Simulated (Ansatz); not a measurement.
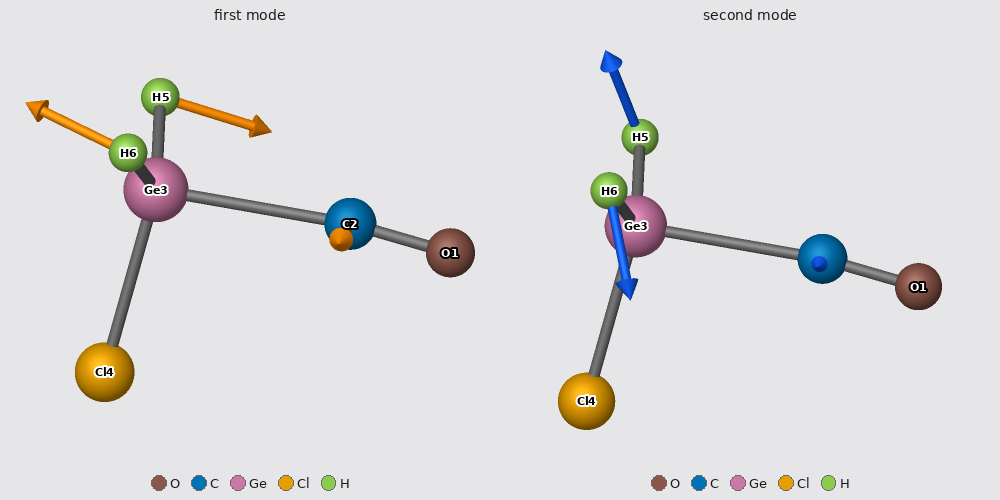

The system is CH₂ClGeO, SMILES O=[C+][GeH2][Cl], charge +1; the picture shows the reference structure; its two panels give the patterns of the first and the second mode as arrows. First axis: normal mode 2 (211 cm⁻¹). Second axis: normal mode 6 (511 cm⁻¹). Nothing is relaxed (straight displacements along the two mass-weighted modes). Grid: 15 × 15 points; 114 points were computed and 111 follow by symmetry. Energies: kJ/mol, counted from the lowest grid point. Method: Ansatz 0.2.0, RKS PBE-D4/def2-SVP.

Its coordinates:

```yaml
atoms:
  - { symbol: O, position_ang: [0.5452, -2.2229, 0.9681] }
  - { symbol: C, position_ang: [0.4105, -1.1691, 0.5847] }
  - { symbol: Ge, position_ang: [-0.0483, 0.7550, -0.2453] }
  - { symbol: Cl, position_ang: [-1.8602, 0.1979, -1.1913] }
  - { symbol: H, position_ang: [1.1616, 0.8984, -1.1814] }
  - { symbol: H, position_ang: [-0.2088, 1.5408, 1.0652] }
```

Range: normal mode 2 (211 cm⁻¹) from −1.375 to 1.375 amu½·Å; normal mode 6 (511 cm⁻¹) from −0.704 to 0.704 amu½·Å.

Question: Predict the map.

Answer: The lowest grid point is at normal mode 2 (211 cm⁻¹) = 0.000 amu½·Å, normal mode 6 (511 cm⁻¹) = 0.000 amu½·Å. No other kind of well shows on this grid. The highest grid point, normal mode 2 (211 cm⁻¹) = −1.375 amu½·Å, normal mode 6 (511 cm⁻¹) = −0.704 amu½·Å, lies 102 kJ/mol above the lowest.

| normal mode 6 (511 cm⁻¹) ↓, normal mode 2 (211 cm⁻¹) → | −1.375 | −1.179 | −0.983 | −0.786 | −0.590 | −0.393 | −0.197 | 0.000 | 0.197 | 0.393 | 0.590 | 0.786 | 0.983 | 1.179 | 1.375 |
| --- | --- | --- | --- | --- | --- | --- | --- | --- | --- | --- | --- | --- | --- | --- | --- |
| 0.704 | 101 | 78 | 61 | 49 | 40 | 35 | 31 | 28 | 28 | 29 | 33 | 42 | 55 | 75 | 102 |
| 0.603 | 89 | 66 | 49 | 37 | 30 | 25 | 22 | 20 | 20 | 21 | 25 | 33 | 47 | 66 | 91 |
| 0.503 | 78 | 55 | 39 | 28 | 21 | 17 | 14 | 13 | 13 | 15 | 19 | 27 | 39 | 58 | 83 |
| 0.402 | 70 | 48 | 32 | 21 | 15 | 11 | 9 | 8 | 8 | 10 | 14 | 21 | 33 | 51 | 75 |
| 0.302 | 64 | 42 | 26 | 16 | 10 | 7 | 5 | 4 | 5 | 6 | 10 | 17 | 28 | 45 | 69 |
| 0.201 | 61 | 38 | 23 | 13 | 7 | 4 | 2 | 2 | 2 | 4 | 7 | 14 | 24 | 41 | 64 |
| 0.101 | 59 | 36 | 21 | 11 | 5 | 2 | 1 | 0 | 1 | 2 | 5 | 11 | 22 | 38 | 61 |
| 0.000 | 59 | 36 | 21 | 11 | 5 | 2 | 0 | 0 | 0 | 2 | 5 | 11 | 21 | 36 | 59 |
| −0.101 | 61 | 38 | 22 | 11 | 5 | 2 | 1 | 0 | 1 | 2 | 5 | 11 | 21 | 36 | 59 |
| −0.201 | 64 | 41 | 24 | 14 | 7 | 4 | 2 | 2 | 2 | 4 | 7 | 13 | 23 | 38 | 61 |
| −0.302 | 69 | 45 | 28 | 17 | 10 | 6 | 5 | 4 | 5 | 7 | 10 | 16 | 26 | 42 | 64 |
| −0.402 | 75 | 51 | 33 | 21 | 14 | 10 | 8 | 8 | 9 | 11 | 15 | 21 | 32 | 48 | 70 |
| −0.503 | 83 | 58 | 39 | 27 | 19 | 15 | 13 | 13 | 14 | 17 | 21 | 28 | 39 | 55 | 78 |
| −0.603 | 91 | 66 | 47 | 33 | 25 | 21 | 20 | 20 | 22 | 25 | 30 | 37 | 49 | 66 | 89 |
| −0.704 | 102 | 75 | 55 | 42 | 33 | 29 | 28 | 28 | 31 | 35 | 40 | 49 | 61 | 78 | 101 |

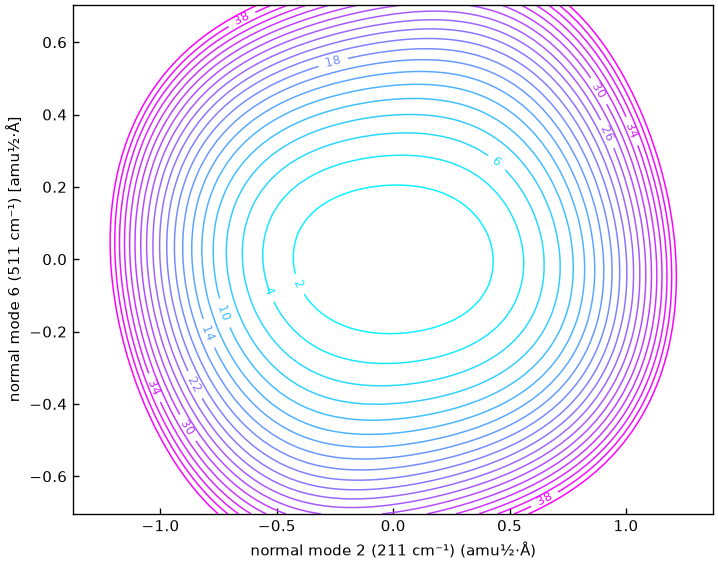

In the figure: contour lines labelled in kJ/mol (none above 40). Between grid points the surface is interpolated.

Time for the 114 points that were run: 9.3 min on 1 thread of Arm Neoverse V2 (shared host).
